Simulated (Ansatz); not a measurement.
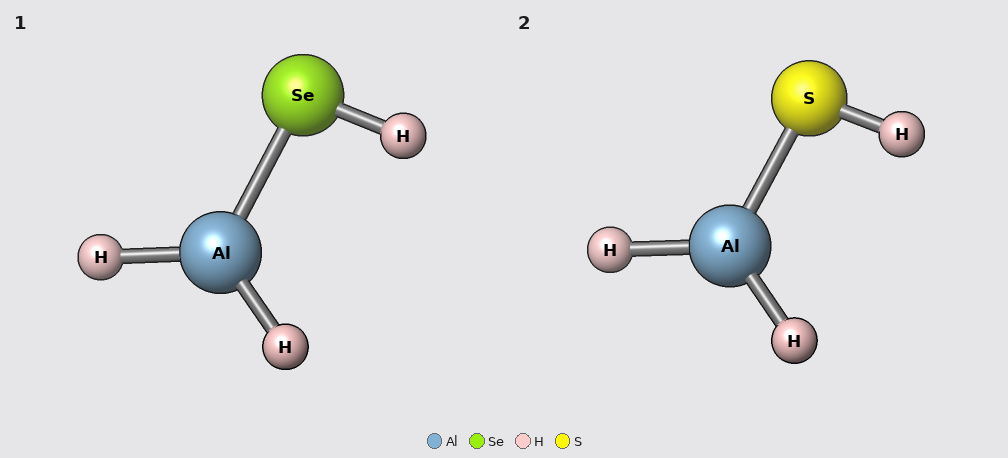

2 molecules with one skeleton, seen from the same side and at one scale. Charge 0, singlet. Computed geometries: PBE0-D4/def2-TZVP optimisations, one conformation each. Properties computed with Ansatz 0.2.0.

One atom differs, called X below: Se in panel 1, S in panel 2. Their formulas are AlH3Se (`[AlH2][SeH]`), AlH3S (`[AlH2][SH]`).

In which is the vertical ionisation energy higher (PBE0-D4/def2-TZVPP)?

Answer. In panel 2 (X = S).

In which is the HOMO energy (Kohn–Sham orbital) higher (ωB97M-V/def2-QZVPP)?

Answer. In panel 1 (X = Se).

Give the values. With PBE0-D4/def2-TZVP: length of X–Al (Å), length of X–H (Å), angle Al–X–H (°). With ωB97M-V/def2-QZVPP: HOMO energy (Kohn–Sham orbital) (eV), HOMO–LUMO gap (eV). With PBE0-D4/def2-TZVPP: vertical ionisation energy (eV).

```
                            quantity  1 (Se)   2 (S)   2 − 1
                  length of X–Al (Å)   2.314   2.181  −0.133
                   length of X–H (Å)   1.469   1.344  −0.125
                    angle Al–X–H (°)    92.2    93.7    +1.5
HOMO energy (Kohn–Sham orbital) (eV)   −9.57  −10.06   −0.49
                  HOMO–LUMO gap (eV)    9.56   10.12   +0.56
     vertical ionisation energy (eV)    9.72   10.23   +0.51
```
